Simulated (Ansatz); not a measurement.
**Si3H8 (SMILES [SiH3][SiH2][SiH3]) at MP2/6-31G(d) (spherical functions)**

What is the vertical singlet–triplet gap of Si3H8 at MP2/6-31G* (spherical functions)? 

The results are computed with Ansatz 0.2.0.

34 further runs of the same task are left out: 34 set aside as unsound or not needed.

## (1) The molecule

Si3H8 has 11 atoms, charge 0, and is taken as a singlet. As SMILES, `[SiH3][SiH2][SiH3]`. Geometry: relaxed at PBE0-D4/def2-TZVP.

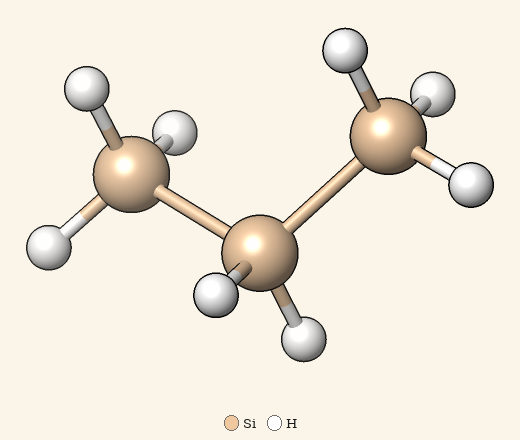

The structure, seen from a chosen angle (silicon light orange, hydrogen white).

## (2) A single-point energy at MP2/6-31G(d) (spherical functions)

molecule.yaml reads:

```yaml
crystal:
  periodic: [false, false, false]
  atoms:
    - {symbol: Si, position_ang: [-1.292570, 1.366730, -0.525270]}
    - {symbol: Si, position_ang: [-0.462570, -0.807300, -0.296320]}
    - {symbol: Si, position_ang: [1.631930, -0.774400, 0.742750]}
    - {symbol: H, position_ang: [-2.625850, 1.367720, -1.185120]}
    - {symbol: H, position_ang: [-0.354030, 2.180440, -1.344070]}
    - {symbol: H, position_ang: [-1.422540, 2.000090, 0.814640]}
    - {symbol: H, position_ang: [-0.343400, -1.440160, -1.640160]}
    - {symbol: H, position_ang: [-1.410380, -1.620800, 0.516390]}
    - {symbol: H, position_ang: [1.515950, -0.154940, 2.090430]}
    - {symbol: H, position_ang: [2.583820, 0.031780, -0.068050]}
    - {symbol: H, position_ang: [2.179610, -2.149160, 0.894770]}
basis:
  gaussian:
    orbitals: 6-31G_st_-spherical.json
magnetization:
  spin_polarized: false
accuracy: high
correlation:
  method: mp2
  frozen_orbitals: {H: 0, Si: 5}
```

The basis set 6-31G* is read from a file made from the Basis Set Exchange's data (not shown).

Launch:

```sh
$ ansatz run molecule.yaml --threads 1 --pin off --max-ram 3480MiB --events-out events.jsonl --progress --plain --runs-dir runs
```

Log:

```text
Warning: RAYON_NUM_THREADS=1 ignored (pool sized by the plan → 1); use --threads N
Functional definition: HF
  name "HF"
  exchange = exact_x
  correlation = 0
1621 factors; integrals over basis functions are off by at most 3.4e-9 eV
mean field evaluation 1: about -23710.0516 eV, gradient 1.4e1 eV
mean field evaluation 2: about -23710.1762 eV, gradient 1.5e1 eV
mean field evaluation 4: about -23711.5226 eV, gradient 5.7e-1 eV
mean field evaluation 8: about -23711.5257 eV, gradient 9.7e-5 eV
mean field -23711.52573366 eV, -871.3824984625 hartree, gradient 4.6e-8 eV, S^2 0.000000; 0 other end points of the search recorded, 0 dependent functions left out
15 core orbitals not correlated: weight in the atoms' cores, before any rotation towards them, 1.000 or more for the frozen orbitals, at most 0.000 for the correlated occupied ones
reference -23711.52573366 eV, -871.3824984625 hartree; 10, 10 occupied and 45, 45 virtual orbitals, 1621 factors
second order -6.47869474 eV of doubles, -0.00000000 eV of singles
Total energy: -23718.00442840 eV, -871.6205861029 hartree
```

It took 1.1 s on 1 thread of AMD EPYC 9R45 (Zen 5), shared host; peak memory 0.18 GiB.

## (3) The triplet

in.yaml reads:

```yaml
basis:
  gaussian: {orbitals: 6-31G_st_-spherical.json}
crystal:
  periodic: [false, false, false]
  atoms:
    - symbol: Si
      position_ang: [-1.292570, 1.366730, -0.525270]
    - symbol: Si
      position_ang: [-0.462570, -0.807300, -0.296320]
    - symbol: Si
      position_ang: [1.631930, -0.774400, 0.742750]
    - symbol: H
      position_ang: [-2.625850, 1.367720, -1.185120]
    - symbol: H
      position_ang: [-0.354030, 2.180440, -1.344070]
    - symbol: H
      position_ang: [-1.422540, 2.000090, 0.814640]
    - symbol: H
      position_ang: [-0.343400, -1.440160, -1.640160]
    - symbol: H
      position_ang: [-1.410380, -1.620800, 0.516390]
    - symbol: H
      position_ang: [1.515950, -0.154940, 2.090430]
    - symbol: H
      position_ang: [2.583820, 0.031780, -0.068050]
    - symbol: H
      position_ang: [2.179610, -2.149160, 0.894770]
magnetization: {spin_polarized: true, initial_magnetization: 2}
correlation: {method: mp2, frozen_orbitals: {H: 0, Si: 5}}
accuracy: high
```

The basis set 6-31G* is read from a file made from the Basis Set Exchange's data (not shown).

Launch:

```sh
$ ansatz run in.yaml --threads 1 --pin off --max-ram 3480MiB --events-out events.jsonl --progress --plain --runs-dir runs
```

Log, shortened:

```text
Warning: RAYON_NUM_THREADS=1 ignored (pool sized by the plan → 1); use --threads N
Functional definition: HF
  name "HF"
[...]
1620 factors; integrals over basis functions are off by at most 3.4e-9 eV
[...]
mean field -23704.83460294 eV, -871.1366039441 hartree, gradient 7.1e-8 eV, S^2 2.012832; 10 other end points of the search recorded, 0 dependent functions left out
15 core orbitals not correlated: weight in the atoms' cores, before any rotation towards them, 1.000 or more for the frozen orbitals, at most 0.000 for the correlated occupied ones
reference -23704.83460294 eV, -871.1366039441 hartree; 11, 9 occupied and 44, 46 virtual orbitals, 1620 factors
second order -6.47986132 eV of doubles, -0.00000000 eV of singles
Total energy: -23711.31446427 eV, -871.3747344556 hartree
```

Run time: 5.1 s. Hardware: 1 thread of AMD EPYC 9R45 (Zen 5), shared host; peak memory 0.26 GiB.

## (4) What came out

At MP2/6-31G* (spherical functions), 15 core orbitals frozen:

| quantity | value |
| --- | --- |
| singlet: total energy | -871.62059 Eh |
| singlet: correlation energy (15 core orbitals frozen) | -238.1 mEh |
| triplet: total energy | -871.37473 Eh |
| triplet: correlation energy (15 core orbitals frozen) | -238.1 mEh |
| triplet: ⟨S²⟩ of the reference determinant | 2.013 |
| vertical energy of the triplet above the singlet | 6.690 eV |

What this shows: At this shape the triplet lies 6.69 eV (154 kcal/mol) above the singlet.
